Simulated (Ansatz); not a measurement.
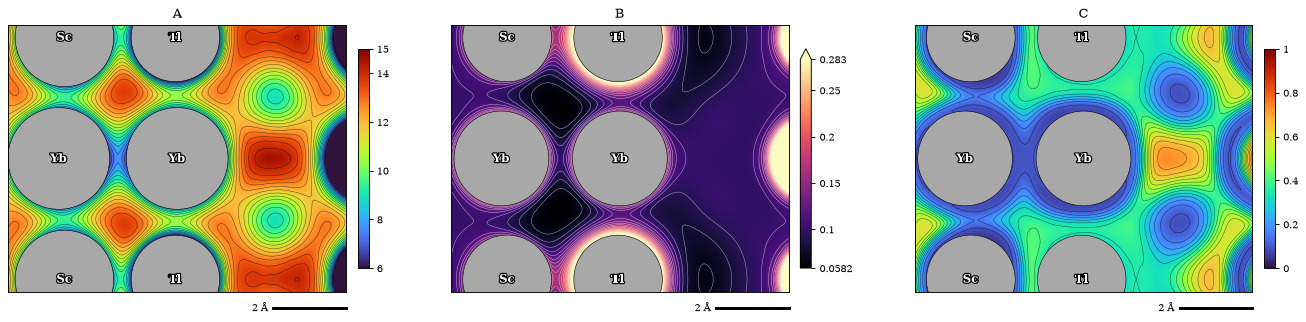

Yb$_{4}$ScTl: 3 fields on the (110) plane of the conventional cell, with unlabelled colour scales. Grey discs cover the atomic cores.

Space group P4mm; a generated structure, not necessarily the stable one; computed without spin polarisation; no Hubbard U on the f states and no spin–orbit coupling.

These are results of Ansatz 0.2.0, DFT PBE, scalar-relativistic, plane waves, PAW, not measurements.

Q: The panels show electron localisation function, electrostatic potential energy of an electron and valence pseudo-density in some order. Assign them.

A: Panel A: electrostatic potential energy of an electron (low next to the atoms, rising into the space between them). Panel B: valence pseudo-density. Panel C: electron localisation function. From the grid: Sc–Tl (3.05 Å): ρ at the midpoint is about 0.19 e/Å³, with its minimum of 0.17 e/Å³ about 1.3 Å from Sc; the ELF is about 0.35 at the midpoint. Yb–Yb (3.26 Å): ρ is about 0.1 e/Å³ halfway; the ELF is about 0.10 at the midpoint; no localised pair shows between them.
